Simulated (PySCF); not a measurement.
**Excited-state calculation, with input and output: C4H7N3Si**

C4H7N3Si, SMILES C=Cc1n[nH]nc1[SiH3], computed with TDDFT PBE0/def2-SVPD, vertical, gas phase, core orbitals frozen in the response (PySCF 2.14.0).

The geometry comes from this level: PBE0-D3(BJ)/def2-SVP. It belongs to a series of runs on one base structure; here: H replaced by vinyl.

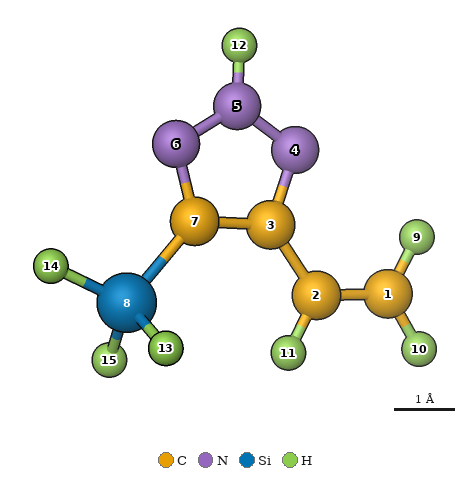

The structure as given in the input (ball-and-stick view, seen at a tilt; atoms are numbered from 1 in the order of the input).

**The input**
```
{"job": {"kind": "uv", "xc": "PBE0", "basis": "def2-SVPD", "ip": true, "dynamic": true}, "charge": 0, "multiplicity": 1}
C      2.698311    -0.118327    -0.613580
C      1.474617    -0.444323    -0.184567
C      0.305879     0.422908    -0.260763
N      0.330800     1.651462    -0.781411
N     -0.905176     2.066857    -0.651070
N     -1.757170     1.240886    -0.095973
C     -1.022757     0.156166     0.176622
Si    -1.765514    -1.348939     1.008323
H      2.893337     0.858910    -1.063057
H      3.531623    -0.818555    -0.526415
H      1.299501    -1.428278     0.263051
H     -1.189445     2.987012    -0.968154
H     -1.159985    -1.543074     2.360884
H     -3.236080    -1.152928     1.135650
H     -1.481454    -2.572305     0.198466
```

The first line tells a small driver script what to run in PySCF; the rest is the geometry in Å.

Launched with:
```bash
OMP_NUM_THREADS=1 python <driver script> task.json out
```

**Output**
```
coarse grid: 13496 points
cycle   1  E = -609.4045299751  dE =  1.257e+00  |g| = 4.702e-01  |ddm| = 6.782e+00
cycle   2  E = -609.3300257326  dE =  7.450e-02  |g| = 7.586e-01  |ddm| = 1.999e+00
cycle   3  E = -609.4586179984  dE = -1.286e-01  |g| = 1.005e-01  |ddm| = 1.119e+00
cycle   4  E = -609.4601167737  dE = -1.499e-03  |g| = 6.159e-02  |ddm| = 3.560e-01
cycle   5  E = -609.4609766336  dE = -8.599e-04  |g| = 1.646e-02  |ddm| = 1.322e-01
cycle   6  E = -609.4610389726  dE = -6.234e-05  |g| = 4.474e-03  |ddm| = 3.182e-02
cycle   7  E = -609.4610432858  dE = -4.313e-06  |g| = 1.757e-03  |ddm| = 9.069e-03
final grid: 127344 points
cycle   8  E = -609.5329036616  dE = -2.651e-05  |g| = 6.340e-03  |ddm| = 1.403e-01
cycle   9  E = -609.5328953643  dE =  8.297e-06  |g| = 8.841e-03  |ddm| = 3.311e-02
cycle  10  E = -609.5329130870  dE = -1.772e-05  |g| = 1.923e-03  |ddm| = 1.792e-02
cycle  11  E = -609.5329139634  dE = -8.765e-07  |g| = 3.078e-04  |ddm| = 3.994e-03
cycle  12  E = -609.5329139813  dE = -1.783e-08  |g| = 1.454e-04  |ddm| = 8.287e-04
cycle  13  E = -609.5329139865  dE = -5.237e-09  |g| = 2.932e-05  |ddm| = 3.007e-04
cycle  14  E = -609.5329139866  dE = -1.359e-10  |g| = 1.833e-05  |ddm| = 7.951e-05
```

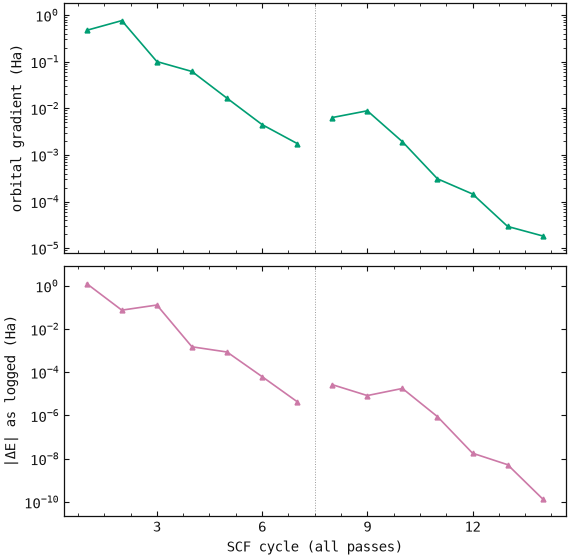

Convergence of the self-consistent field: orbital gradient and size of the energy change against the SCF cycle. The dotted line marks the change from a coarse to the final integration grid. The first 7 cycles use a coarse grid, the final grid takes over at cycle 8, and the field converges after 14 cycles in all.

```
converged SCF energy = -609.5329139866

Static polarisability (au): isotropic 97.500, principal 63.477 104.097 124.926

Singlet excitations
state   eV       nm        f      main configurations
  1   5.3427    232.1   0.25813   H->L 0.91
  2   5.8616    211.5   0.19395   H->L+1 0.82, H-1->L 0.09
  3   6.0561    204.7   0.00069   H-2->L 0.82, H-2->L+1 0.11
  4   6.4776    191.4   0.05483   H-1->L 0.85, H->L+1 0.10
  5   6.5534    189.2   0.00349   H-3->L 0.81, H-2->L+1 0.11
  6   6.6655    186.0   0.00630   H->L+2 0.92
  7   6.8091    182.1   0.00279   H-2->L+1 0.71, H-2->L 0.14, H-3->L 0.10
  8   6.9601    178.1   0.00053   H->L+4 0.81, H->L+3 0.13
  9   7.0826    175.1   0.00184   H->L+3 0.71, H->L+4 0.13, H->L+5 0.10
 10   7.2403    171.2   0.00522   H-3->L+1 0.83, H->L+5 0.09

Triplet excitations (Tamm-Dancoff, eV): 3.3740 4.7131 4.9632 5.2920
Vertical ionisation energy (delta-SCF) = 8.8534 eV
```

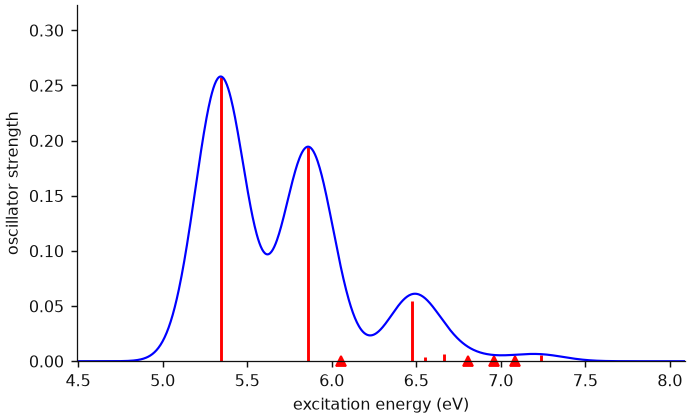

Computed excitations as sticks (degenerate states added up, dark ones marked on the axis), with a Gaussian envelope of 0.35 eV full width at half maximum, scaled to the tallest. Of the 10 states the lowest lies at 5.34 eV (f = 0.258); the strongest line is at 5.34 eV, or 232 nm (f = 0.258).

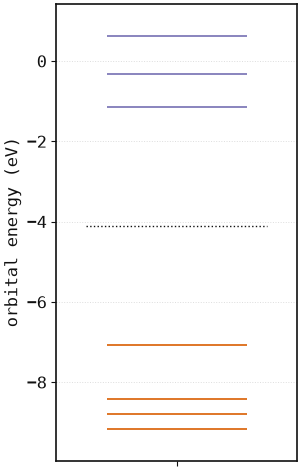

Orbital energies near the frontier; the dotted line parts filled from empty levels, and levels within 0.02 eV of each other stand side by side. Highest filled −7.06 eV, lowest empty −1.14 eV, 5.92 eV apart.

**Key numbers**

```json
{"quantity": "outcome", "value": "converged"}
{"quantity": "total energy", "value": "−609.532914 hartree"}
{"quantity": "HOMO", "value": "−7.06 eV"}
{"quantity": "LUMO", "value": "−1.14 eV"}
{"quantity": "dipole moment", "value": "0.58 D"}
{"quantity": "mean polarisability", "value": "97.50 a.u."}
{"quantity": "vertical ionisation energy", "value": "8.85 eV"}
{"quantity": "lowest singlet excitation", "value": "5.34 eV"}
{"quantity": "hardware", "value": "1 CPU thread, shared host"}
{"quantity": "wall time", "value": "2.3 min"}
{"quantity": "peak memory", "value": "0.95 GiB"}
```
